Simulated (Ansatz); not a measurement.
# Molecular dynamics of Si₂H₅Cl (part 2 of 2)

Si₂H₅Cl; RKS B3LYP-D4/6-31G* (Ansatz 0.2.0). It belongs to a series of runs on one base structure; here: dynamics from the last frame of an earlier run.

Geometry of the input (Å):
```
Si 0.2493  -0.2054  -0.1143
Cl -0.5458  -0.0561  1.8319
H  1.7009  0.0947  -0.3800
Si -1.0856  1.7388  -0.4098
H  -2.2654  1.1233  -0.0521
H  -0.3892  2.9774  0.3903
H  -1.4302  2.4189  -1.6626
H  -0.1208  -1.6508  -0.4201
```

## The program's output, continued
```
md step   119: t =    59.50 fs  T =   548.9 K  F+E_penalty+E_count = -28360.58442791 eV  E_kin = 0.567582 eV  (21 SCF iters, 3 dispersion substeps)
md step   120: t =    60.00 fs  T =   533.8 K  F+E_penalty+E_count = -28360.59246271 eV  E_kin = 0.551994 eV  (21 SCF iters, 3 dispersion substeps)
md step   121: t =    60.50 fs  T =   558.3 K  F+E_penalty+E_count = -28360.59971506 eV  E_kin = 0.577374 eV  (21 SCF iters, 3 dispersion substeps)
md step   122: t =    61.00 fs  T =   544.4 K  F+E_penalty+E_count = -28360.60658225 eV  E_kin = 0.562916 eV  (21 SCF iters, 3 dispersion substeps)
md step   123: t =    61.50 fs  T =   531.4 K  F+E_penalty+E_count = -28360.61455253 eV  E_kin = 0.549479 eV  (24 SCF iters, 3 dispersion substeps)
md step   124: t =    62.00 fs  T =   525.9 K  F+E_penalty+E_count = -28360.62307931 eV  E_kin = 0.543816 eV  (21 SCF iters, 3 dispersion substeps)
md step   125: t =    62.50 fs  T =   508.2 K  F+E_penalty+E_count = -28360.62989905 eV  E_kin = 0.525486 eV  (21 SCF iters, 3 dispersion substeps)
md step   126: t =    63.00 fs  T =   525.2 K  F+E_penalty+E_count = -28360.63549548 eV  E_kin = 0.543146 eV  (21 SCF iters, 3 dispersion substeps)
md step   127: t =    63.50 fs  T =   545.2 K  F+E_penalty+E_count = -28360.64131512 eV  E_kin = 0.563755 eV  (21 SCF iters, 3 dispersion substeps)
md step   128: t =    64.00 fs  T =   523.8 K  F+E_penalty+E_count = -28360.64685427 eV  E_kin = 0.541630 eV  (21 SCF iters, 3 dispersion substeps)
md step   129: t =    64.50 fs  T =   503.6 K  F+E_penalty+E_count = -28360.64925745 eV  E_kin = 0.520807 eV  (21 SCF iters, 3 dispersion substeps)
md step   130: t =    65.00 fs  T =   472.2 K  F+E_penalty+E_count = -28360.64852478 eV  E_kin = 0.488291 eV  (21 SCF iters, 3 dispersion substeps)
md step   131: t =    65.50 fs  T =   439.0 K  F+E_penalty+E_count = -28360.64680979 eV  E_kin = 0.454008 eV  (21 SCF iters, 3 dispersion substeps)
md step   132: t =    66.00 fs  T =   445.9 K  F+E_penalty+E_count = -28360.64326006 eV  E_kin = 0.461140 eV  (21 SCF iters, 3 dispersion substeps)
md step   133: t =    66.50 fs  T =   437.8 K  F+E_penalty+E_count = -28360.63830225 eV  E_kin = 0.452701 eV  (21 SCF iters, 3 dispersion substeps)
md step   134: t =    67.00 fs  T =   450.5 K  F+E_penalty+E_count = -28360.63168909 eV  E_kin = 0.465902 eV  (21 SCF iters, 3 dispersion substeps)
md step   135: t =    67.50 fs  T =   451.6 K  F+E_penalty+E_count = -28360.62277183 eV  E_kin = 0.466997 eV  (21 SCF iters, 3 dispersion substeps)
md step   136: t =    68.00 fs  T =   441.5 K  F+E_penalty+E_count = -28360.61209306 eV  E_kin = 0.456538 eV  (21 SCF iters, 3 dispersion substeps)
md step   137: t =    68.50 fs  T =   433.3 K  F+E_penalty+E_count = -28360.60123885 eV  E_kin = 0.448045 eV  (21 SCF iters, 3 dispersion substeps)
md step   138: t =    69.00 fs  T =   428.2 K  F+E_penalty+E_count = -28360.59138258 eV  E_kin = 0.442833 eV  (21 SCF iters, 3 dispersion substeps)
md step   139: t =    69.50 fs  T =   419.3 K  F+E_penalty+E_count = -28360.58281043 eV  E_kin = 0.433603 eV  (21 SCF iters, 3 dispersion substeps)
md step   140: t =    70.00 fs  T =   423.6 K  F+E_penalty+E_count = -28360.57696288 eV  E_kin = 0.438001 eV  (21 SCF iters, 3 dispersion substeps)
md step   141: t =    70.50 fs  T =   421.1 K  F+E_penalty+E_count = -28360.57286478 eV  E_kin = 0.435442 eV  (21 SCF iters, 3 dispersion substeps)
md step   142: t =    71.00 fs  T =   402.5 K  F+E_penalty+E_count = -28360.57020541 eV  E_kin = 0.416259 eV  (21 SCF iters, 3 dispersion substeps)
md step   143: t =    71.50 fs  T =   407.1 K  F+E_penalty+E_count = -28360.56875937 eV  E_kin = 0.420978 eV  (21 SCF iters, 3 dispersion substeps)
md step   144: t =    72.00 fs  T =   415.1 K  F+E_penalty+E_count = -28360.56691360 eV  E_kin = 0.429213 eV  (21 SCF iters, 3 dispersion substeps)
md step   145: t =    72.50 fs  T =   415.1 K  F+E_penalty+E_count = -28360.56290799 eV  E_kin = 0.429274 eV  (21 SCF iters, 3 dispersion substeps)
md step   146: t =    73.00 fs  T =   376.6 K  F+E_penalty+E_count = -28360.55666367 eV  E_kin = 0.389403 eV  (24 SCF iters, 3 dispersion substeps)
md step   147: t =    73.50 fs  T =   359.1 K  F+E_penalty+E_count = -28360.55088610 eV  E_kin = 0.371327 eV  (21 SCF iters, 3 dispersion substeps)
md step   148: t =    74.00 fs  T =   341.7 K  F+E_penalty+E_count = -28360.54692826 eV  E_kin = 0.353313 eV  (21 SCF iters, 3 dispersion substeps)
md step   149: t =    74.50 fs  T =   330.1 K  F+E_penalty+E_count = -28360.54426679 eV  E_kin = 0.341305 eV  (21 SCF iters, 3 dispersion substeps)
md step   150: t =    75.00 fs  T =   329.6 K  F+E_penalty+E_count = -28360.54391533 eV  E_kin = 0.340858 eV  (21 SCF iters, 3 dispersion substeps)
md step   151: t =    75.50 fs  T =   351.5 K  F+E_penalty+E_count = -28360.54670675 eV  E_kin = 0.363439 eV  (21 SCF iters, 3 dispersion substeps)
md step   152: t =    76.00 fs  T =   354.6 K  F+E_penalty+E_count = -28360.55268168 eV  E_kin = 0.366634 eV  (21 SCF iters, 3 dispersion substeps)
md step   153: t =    76.50 fs  T =   350.8 K  F+E_penalty+E_count = -28360.56245308 eV  E_kin = 0.362772 eV  (21 SCF iters, 3 dispersion substeps)
md step   154: t =    77.00 fs  T =   369.8 K  F+E_penalty+E_count = -28360.57412566 eV  E_kin = 0.382408 eV  (21 SCF iters, 3 dispersion substeps)
md step   155: t =    77.50 fs  T =   393.4 K  F+E_penalty+E_count = -28360.58653839 eV  E_kin = 0.406763 eV  (21 SCF iters, 3 dispersion substeps)
md step   156: t =    78.00 fs  T =   394.6 K  F+E_penalty+E_count = -28360.59990412 eV  E_kin = 0.408052 eV  (21 SCF iters, 3 dispersion substeps)
md step   157: t =    78.50 fs  T =   415.6 K  F+E_penalty+E_count = -28360.61335151 eV  E_kin = 0.429725 eV  (21 SCF iters, 3 dispersion substeps)
md step   158: t =    79.00 fs  T =   436.4 K  F+E_penalty+E_count = -28360.62490328 eV  E_kin = 0.451261 eV  (21 SCF iters, 3 dispersion substeps)
md step   159: t =    79.50 fs  T =   433.7 K  F+E_penalty+E_count = -28360.63329604 eV  E_kin = 0.448450 eV  (21 SCF iters, 3 dispersion substeps)
md step   160: t =    80.00 fs  T =   460.3 K  F+E_penalty+E_count = -28360.63951528 eV  E_kin = 0.475954 eV  (21 SCF iters, 3 dispersion substeps)
md step   161: t =    80.50 fs  T =   451.5 K  F+E_penalty+E_count = -28360.64464881 eV  E_kin = 0.466859 eV  (21 SCF iters, 3 dispersion substeps)
md step   162: t =    81.00 fs  T =   431.1 K  F+E_penalty+E_count = -28360.64990928 eV  E_kin = 0.445759 eV  (21 SCF iters, 3 dispersion substeps)
md step   163: t =    81.50 fs  T =   457.1 K  F+E_penalty+E_count = -28360.65587953 eV  E_kin = 0.472689 eV  (21 SCF iters, 3 dispersion substeps)
md step   164: t =    82.00 fs  T =   470.8 K  F+E_penalty+E_count = -28360.66385384 eV  E_kin = 0.486817 eV  (21 SCF iters, 3 dispersion substeps)
md step   165: t =    82.50 fs  T =   491.1 K  F+E_penalty+E_count = -28360.67268512 eV  E_kin = 0.507865 eV  (21 SCF iters, 3 dispersion substeps)
these checks for a lower state are left out or cut short: starts, cluster_reference, orbital_swaps, neighbouring_geometries, increment
708 factors; integrals over basis functions are off by at most 8.0e-4 eV
mean field -28360.39623238 eV, -1042.2253381729 hartree, gradient 1.0e-5 eV, S^2 0.000000; 0 other end points of the search recorded, 0 dependent functions left out
the calculation of the forces begins
reference -28360.39648599 eV, -1042.2253474931 hartree; 25, 25 occupied and 42, 42 virtual orbitals, 708 factors
708 factors; integrals over basis functions are off by at most 8.0e-4 eV
mean field evaluation 1216: about -28360.3962 eV, gradient 5.6e-4 eV
mean field -28360.39623238 eV, -1042.2253381729 hartree, gradient 1.0e-5 eV, S^2 0.000000; 1 other end points of the search recorded, 0 dependent functions left out
the calculation of the forces begins
reference -28360.39648599 eV, -1042.2253474931 hartree; 25, 25 occupied and 42, 42 virtual orbitals, 708 factors
md step   166: t =    83.00 fs  T =   474.2 K  F+E_penalty+E_count = -28360.67917961 eV  E_kin = 0.490332 eV  (24 SCF iters, 3 dispersion substeps)
```

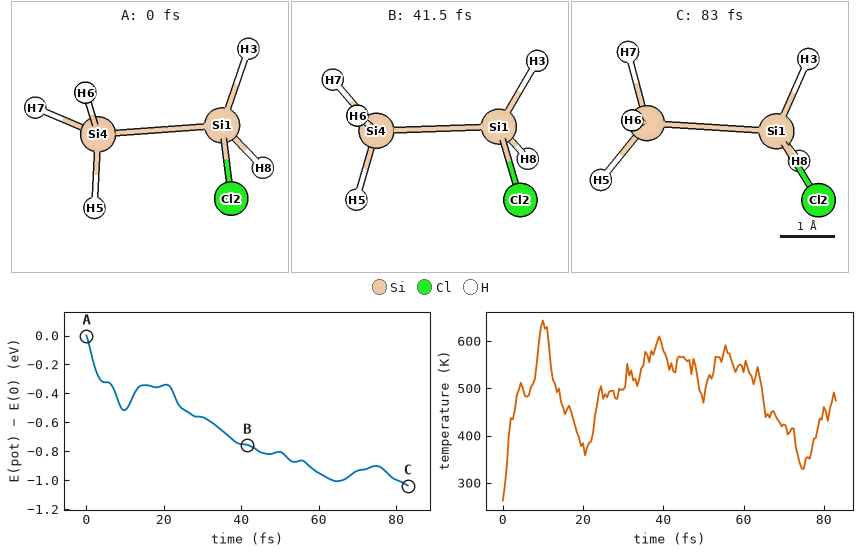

Figure 1. Frames of the molecular dynamics (ball-and-stick, seen at a tilt) above the curves, on which the letters mark them. The trajectory kept here has 167 frames over 83 fs. The temperature starts at 262 K, ranges from 262 to 643 K and averages 486 K over the second half. The potential energy ends 1.037 eV below its first value. After an unweighted best fit of the last frame on the first, the root-mean-square displacement is 0.57 Å, and Cl2 has moved furthest (1.04 Å).

```
Total energy: -28360.67943322 eV, -1042.2357456120 hartree
Atom 0 at     0.104052    -0.103145     0.103262 Å, force    -0.708206     0.639236     0.222858 eV/Å
Atom 1 at    -0.263449    -0.146651     2.185159 Å, force     0.045886    -0.016785    -0.331422 eV/Å
Atom 2 at     1.505452     0.350724    -0.067472 Å, force     0.042777    -0.056977    -0.055553 eV/Å
Atom 3 at    -1.369616     1.493462    -0.953440 Å, force     0.262324    -1.271125    -0.539385 eV/Å
Atom 4 at    -2.751433     1.036169    -1.364413 Å, force     0.448167    -0.006944     0.251000 eV/Å
Atom 5 at    -1.449309     2.612128    -0.068567 Å, force    -0.175196     0.948401     0.728379 eV/Å
Atom 6 at    -0.644957     1.925047    -2.173262 Å, force     0.002836     0.045038    -0.166517 eV/Å
Atom 7 at    -0.085040    -1.471038    -0.398510 Å, force     0.081414    -0.280844    -0.109359 eV/Å
Dipole moment:     0.012465     0.034816    -0.408092 e Å
```

## Trajectory as extended XYZ (Å, eV, eV/Å), 12 of the 167 frames kept, from step=0 to step=166
```
8
Properties=species:S:1:pos:R:3:forces:R:3 step=0 time_fs=0.0 energy=-28359.64253 temperature=262.5
Si    0.2493   -0.2054   -0.1143   -0.3430   0.3186  -0.3530
Cl   -0.5458   -0.0561    1.8319    0.6869  -0.3934   0.9313
H     1.7009    0.0947   -0.3800   -0.1845  -0.3801   0.4885
Si   -1.0856    1.7388   -0.4098    2.5968   1.9416  -0.6666
H    -2.2654    1.1233   -0.0521   -2.2677  -0.5361   1.1161
H    -0.3892    2.9774    0.3903   -0.9114  -1.7322  -0.4773
H    -1.4302    2.4189   -1.6626    0.1843   0.0104  -0.7009
H    -0.1208   -1.6508   -0.4201    0.2387   0.7712  -0.3379
8
Properties=species:S:1:pos:R:3:forces:R:3 step=15 time_fs=7.5 energy=-28360.04135 temperature=508.8
Si    0.2532   -0.1877   -0.1084    0.0248   0.5196   0.1080
Cl   -0.5502   -0.0255    1.8360    0.6872  -0.6326   0.8736
H     1.7385   -0.0353   -0.2349   -0.1984   0.0577   0.2915
Si   -1.0890    1.7039   -0.4230   -2.4619  -1.6308  -2.0212
H    -2.4487    1.0857    0.0971    1.0932   0.7728  -0.6476
H    -0.6258    2.6449    0.4914    0.7755   1.3976   1.3059
H    -1.3719    2.3911   -1.7591    0.2964  -0.3491   0.4526
H    -0.0594   -1.5639   -0.5117   -0.2168  -0.1351  -0.3628
8
Properties=species:S:1:pos:R:3:forces:R:3 step=30 time_fs=15.0 energy=-28359.98593 temperature=460.4
Si    0.2568   -0.1674   -0.0971   -0.4062  -0.4924   0.0966
Cl   -0.5493   -0.0039    1.8553    0.4073  -1.0366   0.6882
H     1.7439   -0.1315    0.0173   -0.1739   0.1907  -0.1234
Si   -1.1330    1.6549   -0.4510    1.7998   1.3674   1.2522
H    -2.3969    1.2637    0.0541   -1.4199  -0.5873  -0.0011
H    -0.6586    2.5389    0.8051   -0.2691  -0.3887  -1.7834
H    -1.1918    2.2841   -1.7642   -0.0565   0.4558  -0.4610
H    -0.1257   -1.4872   -0.7498    0.1185   0.4910   0.3319
8
Properties=species:S:1:pos:R:3:forces:R:3 step=45 time_fs=22.5 energy=-28360.04168 temperature=406.7
Si    0.2492   -0.1580   -0.0851   -0.4696   0.1082   0.5340
Cl   -0.5368   -0.0081    1.8827    0.1615  -0.9460   0.5219
H     1.7149   -0.1445    0.1661   -0.0553   0.1662  -0.4130
Si   -1.1671    1.6264   -0.4752   -1.2451  -0.5157  -1.8325
H    -2.6255    1.2523   -0.0742    1.0334  -0.0513  -0.7123
H    -0.8256    2.4617    0.5777    0.7170   1.7020   1.3740
H    -1.0473    2.3222   -1.8153   -0.2557  -0.1561   0.3390
H    -0.1687   -1.3581   -0.8434    0.1139  -0.3073   0.1888
8
Properties=species:S:1:pos:R:3:forces:R:3 step=60 time_fs=30.0 energy=-28360.20718 temperature=496.9
Si    0.2364   -0.1481   -0.0697    0.1120  -0.1628   0.6452
Cl   -0.5223   -0.0312    1.9251    0.1408  -0.7796   0.1936
H     1.7376   -0.0906    0.1652   -0.6229   0.1319  -0.4696
Si   -1.2044    1.6071   -0.5112    1.8393   2.4788   0.1055
H    -2.5530    1.1520   -0.4066   -1.0466  -0.4691   0.2301
H    -0.8487    2.7816    0.5129   -0.4759  -1.3118  -0.8672
H    -1.0221    2.2817   -1.8222   -0.1063  -0.0989  -0.2573
H    -0.1353   -1.4013   -0.8277    0.1597   0.2115   0.4197
8
Properties=species:S:1:pos:R:3:forces:R:3 step=75 time_fs=37.5 energy=-28360.35453 temperature=571.1
Si    0.2158   -0.1386   -0.0624   -0.2660   0.2000   1.0433
Cl   -0.5092   -0.0662    1.9685    0.3562  -0.4995  -0.1858
H     1.6819    0.0106    0.0058    0.1499   0.2163  -0.0606
Si   -1.2208    1.6111   -0.5603   -0.7771  -1.2671  -2.7211
H    -2.6060    0.9539   -0.6314    0.6527   0.4774   0.4318
H    -1.0266    2.7350    0.2545    0.0670   1.1547   1.4440
H    -1.0467    2.1870   -1.9427    0.0423  -0.2009   0.1035
H    -0.0300   -1.4669   -0.6601   -0.2251  -0.0807  -0.0551
8
Properties=species:S:1:pos:R:3:forces:R:3 step=91 time_fs=45.5 energy=-28360.45367 temperature=561.2
Si    0.1917   -0.1194   -0.0311    0.5630  -0.2791   0.6710
Cl   -0.4818   -0.0957    2.0104    0.5163  -0.2545  -0.2724
H     1.6923    0.1768   -0.1788   -0.7718  -0.2138   0.2691
Si   -1.2484    1.5885   -0.6404    0.0940   0.8271  -0.3248
H    -2.5080    0.8481   -0.6644   -0.6209  -0.0059   0.1952
H    -1.2661    2.7947    0.3454    0.1014  -1.0040  -0.7275
H    -1.0504    2.0326   -2.0563    0.0724   0.1735   0.1689
H    -0.0637   -1.5458   -0.5079    0.0456   0.7566   0.0205
8
Properties=species:S:1:pos:R:3:forces:R:3 step=106 time_fs=53.0 energy=-28360.51140 temperature=566.8
Si    0.1666   -0.1037    0.0137   -0.7022   0.6575   0.7033
Cl   -0.4452   -0.1192    2.0412    0.3686  -0.1193  -0.0294
H     1.5716    0.2393   -0.1494    0.6557  -0.0891   0.1249
Si   -1.2686    1.5741   -0.7195   -1.0885  -1.7108  -0.6569
H    -2.5959    0.7886   -0.5991    0.6203   0.5373  -0.3902
H    -1.4393    2.5920    0.2840    0.2647   0.9034   0.3950
H    -1.0028    1.9830   -2.1343   -0.1435   0.2268   0.2301
H    -0.1398   -1.4491   -0.4549    0.0249  -0.4058  -0.3768
8
Properties=species:S:1:pos:R:3:forces:R:3 step=121 time_fs=60.5 energy=-28360.59972 temperature=558.3
Si    0.1321   -0.0899    0.0610    0.7306  -0.2398  -0.6908
Cl   -0.4010   -0.1375    2.0685    0.0470  -0.1840   0.2686
H     1.6345    0.2357   -0.0561   -0.8588  -0.2758   0.1153
Si   -1.2995    1.5469   -0.8056    0.2838   0.7351   1.1210
H    -2.5897    0.8806   -0.7323   -0.6652  -0.2770  -0.3894
H    -1.4578    2.6514    0.2654    0.3584  -0.4816  -0.8114
H    -0.9233    2.0654   -2.1454   -0.1270   0.0224  -0.0219
H    -0.1508   -1.4597   -0.5771    0.2312   0.7005   0.4086
8
Properties=species:S:1:pos:R:3:forces:R:3 step=136 time_fs=68.0 energy=-28360.61209 temperature=441.5
Si    0.1154   -0.0936    0.0853   -0.3179   0.8004  -0.2769
Cl   -0.3534   -0.1450    2.0970   -0.2419  -0.2080   0.4197
H     1.5500    0.1227    0.0627    0.6372   0.3848  -0.1565
Si   -1.3264    1.5341   -0.8634   -0.1706  -0.8680  -0.6995
H    -2.7054    0.9013   -1.0536    0.6096   0.3498   0.1637
H    -1.3274    2.6293    0.0605   -0.2680   0.7877   0.8113
H    -0.8886    2.1509   -2.1498    0.0524  -0.2941  -0.0667
H    -0.0669   -1.3557   -0.5849   -0.3009  -0.9526  -0.1950
8
Properties=species:S:1:pos:R:3:forces:R:3 step=151 time_fs=75.5 energy=-28360.54671 temperature=351.5
Si    0.1033   -0.0938    0.0986    0.6299  -0.5318  -0.5726
Cl   -0.3075   -0.1453    2.1367   -0.2689  -0.1441   0.1881
H     1.6158    0.1371    0.1051   -0.7819   0.1993  -0.3210
Si   -1.3546    1.5046   -0.9126    1.3512   1.3797   0.3744
H    -2.6651    1.0100   -1.3098   -0.5920  -0.2754   0.2578
H    -1.3200    2.7249    0.0495   -0.3945  -0.8924  -0.5410
H    -0.7955    2.0757   -2.1868    0.1087  -0.2765   0.1659
H    -0.0723   -1.4637   -0.5592   -0.0524   0.5412   0.4484
8
Properties=species:S:1:pos:R:3:forces:R:3 step=166 time_fs=83.0 energy=-28360.67918 temperature=474.2
Si    0.1041   -0.1031    0.1033   -0.7082   0.6392   0.2229
Cl   -0.2634   -0.1467    2.1852    0.0459  -0.0168  -0.3314
H     1.5055    0.3507   -0.0675    0.0428  -0.0570  -0.0556
Si   -1.3696    1.4935   -0.9534    0.2623  -1.2711  -0.5394
H    -2.7514    1.0362   -1.3644    0.4482  -0.0069   0.2510
H    -1.4493    2.6121   -0.0686   -0.1752   0.9484   0.7284
H    -0.6450    1.9250   -2.1733    0.0028   0.0450  -0.1665
H    -0.0850   -1.4710   -0.3985    0.0814  -0.2808  -0.1094
```
